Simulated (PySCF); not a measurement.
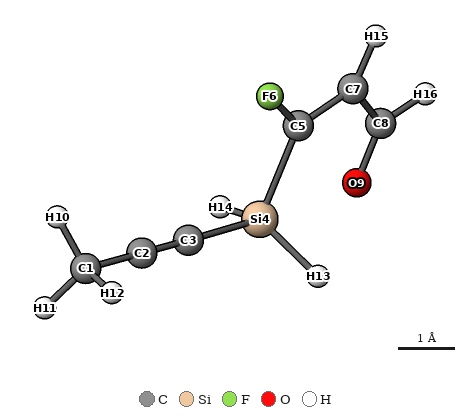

**Figure 1.** The input geometry (ball-and-stick view, seen at a tilt; atoms are numbered from 1 in the order of the input). Bond lengths as drawn: C–C 1.21 to 1.45 Å, C–F 1.33 Å, C–H 1.08 to 1.10 Å, C–O 1.22 Å, C–Si 1.85 to 1.92 Å and H–Si 1.46 Å.

NMR shielding calculation of C$_{6}$H$_{7}$FOSi

C$_{6}$H$_{7}$FOSi, computed with GIAO PBE0/pcSseg-1 NMR shielding, non-relativistic, gas phase (PySCF 2.14.0).

The geometry comes from this level: GFN2-xTB. It belongs to a series of runs on one base structure; here: H on Si replaced by propynyl. Figures and captions count atoms from 1; the log counts them from 0 in places.

Input
```
{"job": {"kind": "nmr", "xc": "PBE0", "basis": "pcSseg-1"}, "charge": 0, "multiplicity": 1}
C     -3.802355     0.209535    -0.487645
C     -2.463648     0.265102     0.055318
C     -1.348884     0.311271     0.512172
Si     0.369057     0.361180     1.203396
C      1.368586    -0.424621    -0.232665
F      0.721373    -0.818373    -1.331386
C      2.699052    -0.593254    -0.168054
C      3.328079    -0.150085     1.043634
O      2.711320     0.348268     1.967498
H     -3.943769    -0.723850    -1.032334
H     -4.533771     0.264250     0.318644
H     -3.963650     1.044430    -1.169382
H      0.743933     1.765162     1.337796
H      0.397348    -0.538995     2.351780
H      3.290450    -1.030119    -0.958553
H      4.419281    -0.280956     1.113337
```

The first line tells a small driver script what to run in PySCF; the rest is the geometry in Å.

Machine: 1 CPU thread, shared host.

Launch command:
```bash
OMP_NUM_THREADS=1 python <driver script> task.json out
```

The program's output
```
coarse grid: 14656 points
cycle   1  E = -696.4619909854  dE =  1.321e+00  |g| = 8.819e-01  |ddm| = 3.953e+00
cycle   2  E = -696.0230975185  dE =  4.389e-01  |g| = 1.708e+00  |ddm| = 2.350e+00
cycle   3  E = -696.6075887041  dE = -5.845e-01  |g| = 2.537e-01  |ddm| = 1.708e+00
cycle   4  E = -696.6206116796  dE = -1.302e-02  |g| = 8.489e-02  |ddm| = 3.042e-01
cycle   5  E = -696.6216893911  dE = -1.078e-03  |g| = 3.457e-02  |ddm| = 8.100e-02
cycle   6  E = -696.6219136976  dE = -2.243e-04  |g| = 1.208e-02  |ddm| = 3.118e-02
cycle   7  E = -696.6219444303  dE = -3.073e-05  |g| = 5.276e-03  |ddm| = 1.106e-02
cycle   8  E = -696.6219502708  dE = -5.840e-06  |g| = 1.005e-03  |ddm| = 4.054e-03
final grid: 139592 points
cycle   9  E = -696.6921465969  dE = -1.644e-05  |g| = 1.250e-02  |ddm| = 3.650e-02
cycle  10  E = -696.6920638407  dE =  8.276e-05  |g| = 2.434e-02  |ddm| = 2.665e-02
cycle  11  E = -696.6921768407  dE = -1.130e-04  |g| = 2.289e-03  |ddm| = 1.875e-02
cycle  12  E = -696.6921779522  dE = -1.111e-06  |g| = 3.716e-04  |ddm| = 2.035e-03
cycle  13  E = -696.6921779687  dE = -1.650e-08  |g| = 1.668e-04  |ddm| = 3.293e-04
cycle  14  E = -696.6921779731  dE = -4.434e-09  |g| = 3.432e-05  |ddm| = 1.581e-04
cycle  15  E = -696.6921779733  dE = -1.523e-10  |g| = 2.323e-05  |ddm| = 4.439e-05
```

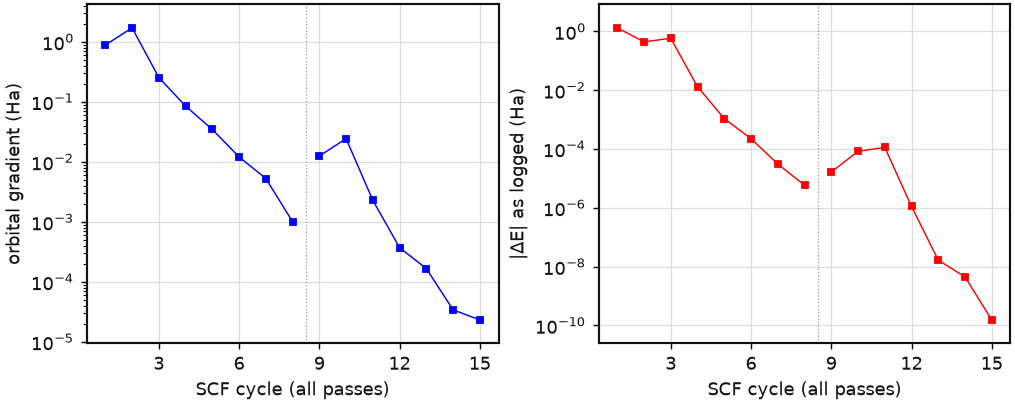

**Figure 2.** Convergence of the self-consistent field: orbital gradient and size of the energy change against the SCF cycle. The dotted line marks the change from a coarse to the final integration grid. The first 8 cycles use a coarse grid, the final grid takes over at cycle 9, and the field converges after 15 cycles in all.

```
converged SCF energy = -696.6921779733

GIAO shielding tensors (ppm)
atom      isotropic    diamagn.    paramagn.     s11        s22        s33       span
  0 C      180.956     251.552     -70.596    172.534    173.152    197.181     24.647
  1 C       74.677     275.514    -200.836    -22.901    -16.241    263.174    286.075
  2 C      102.044     259.905    -157.861     17.833     18.543    269.756    251.924
  3 Si     439.141     881.061    -441.920    419.546    440.232    457.646     38.100
  4 C      -25.430     254.306    -279.735   -147.756     -2.294     73.761    221.516
  5 F      218.055     477.272    -259.216     28.790    171.002    454.374    425.584
  6 C       63.074     260.552    -197.478    -44.677     91.377    142.523    187.200
  7 C      -10.730     246.151    -256.882    -97.129    -40.862    105.800    202.929
  8 O     -254.337     410.032    -664.370   -777.223   -343.375    357.586   1134.809
  9 H       29.629      29.755      -0.126     24.570     28.133     36.185     11.615
 10 H       29.646      25.760       3.886     24.590     27.932     36.415     11.825
 11 H       29.647      28.611       1.036     24.789     27.896     36.256     11.468
 12 H       26.814      29.698      -2.884     22.650     26.671     31.122      8.472
 13 H       26.801      29.526      -2.725     22.638     26.664     31.101      8.462
 14 H       25.141      32.031      -6.890     20.881     24.789     29.754      8.873
 15 H       22.100      24.602      -2.502     20.352     22.237     23.710      3.358
```

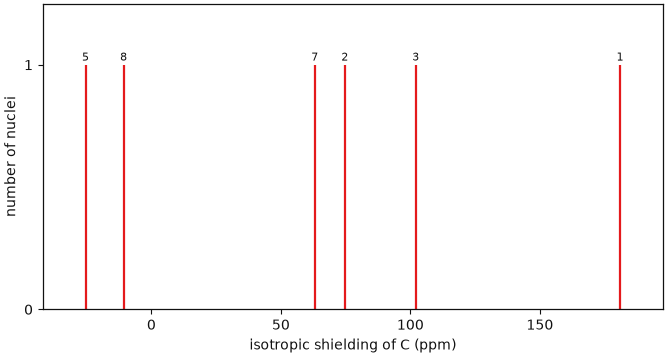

**Figure 3.** Isotropic shieldings of the carbon nuclei in this fixed geometry, labelled by atom number; shielding grows to the right, so chemical shift grows to the left. The least shielded is C5 (−25.4 ppm), the most shielded C1 (181.0 ppm).

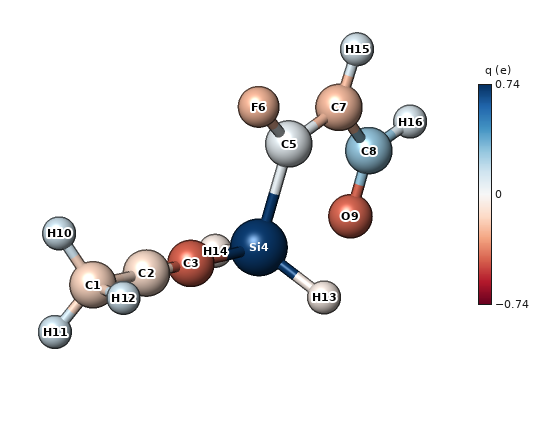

**Figure 4.** Mulliken charges, as the colour of each atom (ball-and-stick view, seen at a tilt; atoms are numbered from 1 in the order of the input). By element: C −0.44 to +0.29, Si +0.71, F −0.24, O −0.43 and H −0.05 to +0.15 e.

Key numbers

- outcome: converged
- total energy: −696.692178 hartree
- HOMO: −7.50 eV
- LUMO: −2.22 eV
- dipole moment: 1.62 D
- isotropic shielding, C: −25.4 to 181.0 ppm
- isotropic shielding, Si: 439.1 ppm
- isotropic shielding, F: 218.1 ppm
- isotropic shielding, O: −254.3 ppm
- isotropic shielding, H: 22.1 to 29.6 ppm
- wall time: 60 s
- peak memory: 0.85 GiB
